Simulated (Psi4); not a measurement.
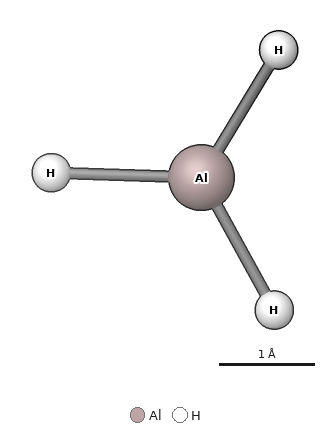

*The input geometry (ball-and-stick view, seen on its broad side). Sticks mark near contacts.*

# Frequency calculation, with input and output: AlH3 (part 1 of 3)

- system: AlH3, SMILES [AlH3]
- method: SVWN-RPA/cc-pVTZ, RKS (Psi4 1.11)

The geometry was optimised with SVWN-RPA/cc-pVTZ.

### Input file (job.py)
```python
import psi4

psi4.set_memory(1600000000)
psi4.set_num_threads(1)
psi4.core.set_output_file('output.dat', False)

with open('alh3.xyz') as f:
    atoms = ''.join(f.readlines()[2:])
mol = psi4.geometry('0 1\n' + atoms + '')

psi4.set_options({
    'basis': 'cc-pVTZ',
    't': 298.15,
})

result, w = psi4.frequency("svwn", return_wfn=True)
print('E =', round(result, 9))
print('wavenumbers / cm^-1:', w.frequencies().np.round(1))
```

### File alh3.xyz
```
4
AlH3
Al     0.042032     0.046309    -0.005740
H      0.638768     0.727858     1.305189
H     -1.338120    -0.746097     0.066551
H      0.825701     0.156640    -1.388079
```

Machine: 1 thread of AMD EPYC (Zen 3), 192 GiB of memory available, shared host.

Run as:
```bash
python job.py
```

### What the program printed
```
gradient() will perform analytic gradient computation.

   => Loading Basis Set <=

    Name: CC-PVTZ
    Role: ORBITAL
    Keyword: BASIS

         ---------------------------------------------------------
                                   SCF
                              RKS Reference
                        1 Threads,   1525 MiB Core
         ---------------------------------------------------------

  ==> Geometry <==

    Molecular point group: c1
    Full point group: C1

    Geometry (in Angstrom), charge = 0, multiplicity = 1:

       Center              X                  Y                   Z               Mass
    ------------   -----------------  -----------------  -----------------  -----------------
         AL          -0.000008497904     0.000017667580    -0.000029591516    26.981538530000
         H            0.596727502096     0.681566667580     1.310899408484     1.007825032230
         H           -1.380160497904    -0.792388332420     0.072261408484     1.007825032230
         H            0.783660502096     0.110348667580    -1.382368591516     1.007825032230

  Running in c1 symmetry.

  Rotational constants: A =      4.39426  B =      4.39280  C =      2.19676 [cm^-1]
  Rotational constants: A = 131736.46908  B = 131692.93879  C =  65857.35313 [MHz]
  Nuclear repulsion =   13.529574993673188

  Charge       = 0
  Multiplicity = 1
  Electrons    = 16
  Nalpha       = 8
  Nbeta        = 8

  ==> Algorithm <==

  SCF Algorithm Type is DF.
  DIIS enabled.
  MOM disabled.
  Fractional occupation disabled.
  Guess Type is SAD.
  Energy threshold   = 1.00e-08
  Density threshold  = 1.00e-08
  Integral threshold = 1.00e-12

  ==> Primary Basis <==

  Basis Set: CC-PVTZ
    Blend: CC-PVTZ
    Number of shells: 30
    Number of basis functions: 76
    Number of Cartesian functions: 84
    Spherical Harmonics?: true
    Max angular momentum: 3

  ==> DFT Potential <==

   => LibXC <=

    Version 7.1.2

   => Composite Functional: SVWN <=

    Slater exchange
    Vosko, Wilk & Nusair (VWN5_RPA)

    Deriv               =              1
    GGA                 =          FALSE
    Meta                =          FALSE

    Exchange Hybrid     =          FALSE
    MP2 Hybrid          =          FALSE

   => Exchange Functionals <=

    1.0000         XC_LDA_X

   => Correlation Functionals <=

    1.0000   XC_LDA_C_VWN_RPA

   => LibXC Density Thresholds  <==

    XC_LDA_C_VWN_RPA:  1.00E-15
    XC_LDA_X:  1.00E-15

   => Molecular Quadrature <=

    Radial Scheme          =       TREUTLER
    Pruning Scheme         =           NONE
    Nuclear Scheme         =       TREUTLER

    Blocking Scheme        =         OCTREE
    BS radius alpha        =              1
    Pruning alpha          =              1
    Radial Points          =             75
    Spherical Points       =            302
    Total Points           =          87851
    Total Blocks           =            718
    Max Points             =            256
    Max Functions          =             76
    Weights Tolerance      =       1.00E-15

   => Loading Basis Set <=

    Name: (CC-PVTZ AUX)
    Role: JKFIT
    Keyword: DF_BASIS_SCF

  ==> Integral Setup <==

  DFHelper Memory: AOs need 0.011 GiB; user supplied 1.074 GiB.
  SCF_SUBTYPE=INCORE selected. In-core MEM_DF algorithm will be used.
  Using in-core AOs.

  ==> MemDFJK: Density-Fitted J/K Matrices <==

    J tasked:                   Yes
    K tasked:                    No
    wK tasked:                   No
    Memory [MiB]:              1099
    Algorithm:                 Core
    Schwarz Cutoff:           1E-12
    Mask sparsity (%):       0.0000
    Fitting Condition:        1E-10

   => Auxiliary Basis Set <=

  Basis Set: (CC-PVTZ AUX)
    Blend: CC-PVTZ-JKFIT
    Number of shells: 67
    Number of basis functions: 211
    Number of Cartesian functions: 250
    Spherical Harmonics?: true
    Max angular momentum: 4

  Cached 100.0% of DFT collocation blocks in 0.044 [GiB].

  Minimum eigenvalue in the overlap matrix is 3.4814068388E-03.
  Reciprocal condition number of the overlap matrix is 7.4899684658E-04.
    Using symmetric orthogonalization.

  ==> Pre-Iterations <==

  SCF Guess: Superposition of Atomic Densities via on-the-fly atomic UHF (no occupation information).

   -------------------------
    Irrep   Nso     Nmo
   -------------------------
     A         76      76
   -------------------------
    Total      76      76
   -------------------------

  ==> Iterations <==

                           Total Energy        Delta E     RMS |[F,P]|

   @DF-RKS iter SAD:  -243.04836144341718   -2.43048e+02   0.00000e+00
   @DF-RKS iter   1:  -243.36616354149930   -3.17802e-01   3.52525e-03 ADIIS/DIIS
   @DF-RKS iter   2:  -243.40521677643244   -3.90532e-02   2.08485e-03 ADIIS/DIIS
   @DF-RKS iter   3:  -243.41773635241472   -1.25196e-02   2.82382e-04 ADIIS/DIIS
   @DF-RKS iter   4:  -243.41793382081170   -1.97468e-04   1.91443e-05 DIIS
   @DF-RKS iter   5:  -243.41793575289103   -1.93208e-06   2.10653e-06 DIIS
   @DF-RKS iter   6:  -243.41793577735606   -2.44650e-08   6.70959e-07 DIIS
   @DF-RKS iter   7:  -243.41793577983833   -2.48227e-09   9.68038e-09 DIIS
  Energy and wave function converged.

  ==> Post-Iterations <==

   Electrons on quadrature grid:
      Ntotal   =   15.9999992654 ; deviation = -7.346e-07

    Orbital Energies [Eh]
    ---------------------

    Doubly Occupied:

       1A    -55.153597     2A     -3.929531     3A     -2.566505
       4A     -2.555677     5A     -2.555676     6A     -0.398604
       7A     -0.285909     8A     -0.285862

    Virtual:

       9A     -0.117827    10A     -0.009032    11A      0.009855
      12A      0.009891    13A      0.070526    14A      0.098826
      15A      0.098833    16A      0.114473    17A      0.114490
      18A      0.155828    19A      0.221214    20A      0.257854
      21A      0.257898    22A      0.327355    23A      0.398262
      24A      0.398321    25A      0.522721    26A      0.584526
      27A      0.584532    28A      0.596507    29A      0.649143
      30A      0.649164    31A      0.696912    32A      0.718133
      33A      0.718156    34A      0.803061    35A      0.803134
      36A      0.897093    37A      0.938010    38A      0.938104
      39A      0.987102    40A      1.044802    41A      1.044897
      42A      1.193149    43A      1.353849    44A      1.418660
      45A      1.418972    46A      1.864565    47A      1.960789
      48A      1.961113    49A      2.020568    50A      2.677345
      51A      2.677497    52A      2.753134    53A      3.094884
      54A      3.170282    55A      3.170307    56A      3.217294
      57A      3.217383    58A      3.255135    59A      3.303923
      60A      3.309876    61A      3.309932    62A      3.389376
      63A      3.389506    64A      3.443508    65A      3.631484
      66A      3.631583    67A      3.668042    68A      3.792699
      69A      3.855205    70A      3.855302    71A      3.879661
      72A      3.879730    73A      4.217597    74A      4.323967
      75A      4.421682    76A      4.421960

    Final Occupation by Irrep:
              A
    DOCC [     8 ]
    NA   [     8 ]
    NB   [     8 ]

  @DF-RKS Final Energy:  -243.41793577983833

   => Energetics <=

    Nuclear Repulsion Energy =             13.5295749936731884
    One-Electron Energy =                -365.4977000336982087
    Two-Electron Energy =                 127.4393149784979471
    DFT Exchange-Correlation Energy =     -18.8891257183112380
    Empirical Dispersion Energy =           0.0000000000000000
    VV10 Nonlocal Energy =                  0.0000000000000000
    Total Energy =                       -243.4179357798383307

Computation Completed

Properties will be evaluated at   0.000000,   0.000000,   0.000000 [a0]

Properties computed using the SCF density matrix

 Multipole Moments:

 ------------------------------------------------------------------------------------
     Multipole            Electronic (a.u.)      Nuclear  (a.u.)        Total (a.u.)
 ------------------------------------------------------------------------------------

 L = 1.  Multiply by 2.5417464519 to convert [e a0] to [Debye]
 Dipole X            :         -0.0003500            0.0002212           -0.0001288
 Dipole Y            :          0.0007247           -0.0004598            0.0002649
 Dipole Z            :         -0.0013435            0.0007701           -0.0005733
 Magnitude           :                                                    0.0006446

 ------------------------------------------------------------------------------------

	total time  =          4 seconds =       0.07 minutes

         ------------------------------------------------------------
                                   SCF GRAD
         ------------------------------------------------------------

  ==> Geometry <==

    Molecular point group: c1
    Full point group: C1

    Geometry (in Angstrom), charge = 0, multiplicity = 1:

       Center              X                  Y                   Z               Mass
    ------------   -----------------  -----------------  -----------------  -----------------
         AL          -0.000008497904     0.000017667580    -0.000029591516    26.981538530000
         H            0.596727502096     0.681566667580     1.310899408484     1.007825032230
         H           -1.380160497904    -0.792388332420     0.072261408484     1.007825032230
         H            0.783660502096     0.110348667580    -1.382368591516     1.007825032230

  Nuclear repulsion =   13.529574993673188

  ==> Basis Set <==

  Basis Set: CC-PVTZ
    Blend: CC-PVTZ
    Number of shells: 30
    Number of basis functions: 76
    Number of Cartesian functions: 84
    Spherical Harmonics?: true
    Max angular momentum: 3

  ==> DFJKGrad: Density-Fitted SCF Gradients <==

    Gradient:                    1
    J tasked:                  Yes
    K tasked:                   No
    wK tasked:                  No
    Integrals threads:           1
    Memory [MiB]:             1144
    Schwarz Cutoff:          1E-12
    Fitting Condition:       1E-10

   => Auxiliary Basis Set <=

  Basis Set: (CC-PVTZ AUX)
    Blend: CC-PVTZ-JKFIT
    Number of shells: 67
    Number of basis functions: 211
    Number of Cartesian functions: 250
    Spherical Harmonics?: true
    Max angular momentum: 4

  ==> DFT Potential <==

   => LibXC <=

    Version 7.1.2

   => Composite Functional: SVWN <=

    Slater exchange
    Vosko, Wilk & Nusair (VWN5_RPA)

    Deriv               =              1
    GGA                 =          FALSE
    Meta                =          FALSE

    Exchange Hybrid     =          FALSE
    MP2 Hybrid          =          FALSE

   => Exchange Functionals <=

    1.0000         XC_LDA_X

   => Correlation Functionals <=

    1.0000   XC_LDA_C_VWN_RPA

   => LibXC Density Thresholds  <==

    XC_LDA_C_VWN_RPA:  1.00E-15
    XC_LDA_X:  1.00E-15

   => Molecular Quadrature <=

    Radial Scheme          =       TREUTLER
    Pruning Scheme         =           NONE
    Nuclear Scheme         =       TREUTLER

    Blocking Scheme        =         OCTREE
    BS radius alpha        =              1
    Pruning alpha          =              1
    Radial Points          =             75
    Spherical Points       =            302
    Total Points           =          87851
    Total Blocks           =            718
    Max Points             =            256
    Max Functions          =             76
    Weights Tolerance      =       1.00E-15

  -Total Gradient:
     Atom            X                  Y                   Z
    ------   -----------------  -----------------  -----------------
       1       -0.000011010316    -0.000014026808    -0.000135161792
       2        0.000045762322     0.000045022110     0.000106882926
       3       -0.000025764863    -0.000023903342     0.000000375866
       4       -0.000014278164    -0.000012089856     0.000020299346

	total time  =          1 seconds =       0.02 minutes

  Based on options and gradient (rms=5.49E-05), recommend projecting translations and projecting rotations.
hessian() will perform analytic frequency computation.

   => Loading Basis Set <=

    Name: CC-PVTZ
    Role: ORBITAL
    Keyword: BASIS

         ---------------------------------------------------------
                                   SCF
                              RKS Reference
                        1 Threads,   1525 MiB Core
         ---------------------------------------------------------

  ==> Geometry <==

    Molecular point group: c1
    Full point group: C1

    Geometry (in Angstrom), charge = 0, multiplicity = 1:

       Center              X                  Y                   Z               Mass
    ------------   -----------------  -----------------  -----------------  -----------------
         AL          -0.000008497904     0.000017667580    -0.000029591516    26.981538530000
         H            0.596727502096     0.681566667580     1.310899408484     1.007825032230
         H           -1.380160497904    -0.792388332420     0.072261408484     1.007825032230
         H            0.783660502096     0.110348667580    -1.382368591516     1.007825032230

  Running in c1 symmetry.

  Rotational constants: A =      4.39426  B =      4.39280  C =      2.19676 [cm^-1]
  Rotational constants: A = 131736.46908  B = 131692.93879  C =  65857.35313 [MHz]
  Nuclear repulsion =   13.529574993673188

  Charge       = 0
  Multiplicity = 1
  Electrons    = 16
  Nalpha       = 8
  Nbeta        = 8

  ==> Algorithm <==

  SCF Algorithm Type is DF.
  DIIS enabled.
  MOM disabled.
  Fractional occupation disabled.
  Guess Type is SAD.
  Energy threshold   = 1.00e-08
  Density threshold  = 1.00e-08
  Integral threshold = 1.00e-12

  ==> Primary Basis <==

  Basis Set: CC-PVTZ
    Blend: CC-PVTZ
    Number of shells: 30
    Number of basis functions: 76
    Number of Cartesian functions: 84
    Spherical Harmonics?: true
    Max angular momentum: 3

  ==> DFT Potential <==

   => LibXC <=

    Version 7.1.2

   => Composite Functional: SVWN <=

    Slater exchange
    Vosko, Wilk & Nusair (VWN5_RPA)

    Deriv               =              1
    GGA                 =          FALSE
    Meta                =          FALSE

    Exchange Hybrid     =          FALSE
    MP2 Hybrid          =          FALSE

   => Exchange Functionals <=

    1.0000         XC_LDA_X

   => Correlation Functionals <=

    1.0000   XC_LDA_C_VWN_RPA

   => LibXC Density Thresholds  <==

    XC_LDA_C_VWN_RPA:  1.00E-15
    XC_LDA_X:  1.00E-15

   => Molecular Quadrature <=

    Radial Scheme          =       TREUTLER
    Pruning Scheme         =           NONE
    Nuclear Scheme         =       TREUTLER

    Blocking Scheme        =         OCTREE
    BS radius alpha        =              1
    Pruning alpha          =              1
    Radial Points          =             75
    Spherical Points       =            302
    Total Points           =          87851
    Total Blocks           =            718
    Max Points             =            256
    Max Functions          =             76
    Weights Tolerance      =       1.00E-15

   => Loading Basis Set <=

    Name: (CC-PVTZ AUX)
    Role: JKFIT
    Keyword: DF_BASIS_SCF

  ==> Integral Setup <==

  DFHelper Memory: AOs need 0.011 GiB; user supplied 1.074 GiB.
  SCF_SUBTYPE=INCORE selected. In-core MEM_DF algorithm will be used.
  Using in-core AOs.

  ==> MemDFJK: Density-Fitted J/K Matrices <==

    J tasked:                   Yes
    K tasked:                    No
    wK tasked:                   No
    Memory [MiB]:              1099
    Algorithm:                 Core
    Schwarz Cutoff:           1E-12
    Mask sparsity (%):       0.0000
    Fitting Condition:        1E-10

   => Auxiliary Basis Set <=

  Basis Set: (CC-PVTZ AUX)
    Blend: CC-PVTZ-JKFIT
    Number of shells: 67
    Number of basis functions: 211
    Number of Cartesian functions: 250
    Spherical Harmonics?: true
    Max angular momentum: 4

  Cached 100.0% of DFT collocation blocks in 0.044 [GiB].

  Minimum eigenvalue in the overlap matrix is 3.4814068388E-03.
  Reciprocal condition number of the overlap matrix is 7.4899684658E-04.
    Using symmetric orthogonalization.

  ==> Pre-Iterations <==

  SCF Guess: Superposition of Atomic Densities via on-the-fly atomic UHF (no occupation information).

   -------------------------
    Irrep   Nso     Nmo
   -------------------------
     A         76      76
   -------------------------
    Total      76      76
   -------------------------

  ==> Iterations <==

                           Total Energy        Delta E     RMS |[F,P]|

   @DF-RKS iter SAD:  -243.04836144341718   -2.43048e+02   0.00000e+00
   @DF-RKS iter   1:  -243.36616354149947   -3.17802e-01   3.52525e-03 ADIIS/DIIS
   @DF-RKS iter   2:  -243.40521677643287   -3.90532e-02   2.08485e-03 ADIIS/DIIS
   @DF-RKS iter   3:  -243.41773635241475   -1.25196e-02   2.82382e-04 ADIIS/DIIS
   @DF-RKS iter   4:  -243.41793382081181   -1.97468e-04   1.91443e-05 DIIS
   @DF-RKS iter   5:  -243.41793575289111   -1.93208e-06   2.10653e-06 DIIS
   @DF-RKS iter   6:  -243.41793577735629   -2.44652e-08   6.70959e-07 DIIS
   @DF-RKS iter   7:  -243.41793577983879   -2.48249e-09   9.68038e-09 DIIS
  Energy and wave function converged.

  ==> Post-Iterations <==

   Electrons on quadrature grid:
      Ntotal   =   15.9999992654 ; deviation = -7.346e-07

    Orbital Energies [Eh]
    ---------------------

    Doubly Occupied:

       1A    -55.153597     2A     -3.929531     3A     -2.566505
       4A     -2.555677     5A     -2.555676     6A     -0.398604
       7A     -0.285909     8A     -0.285862

    Virtual:
```
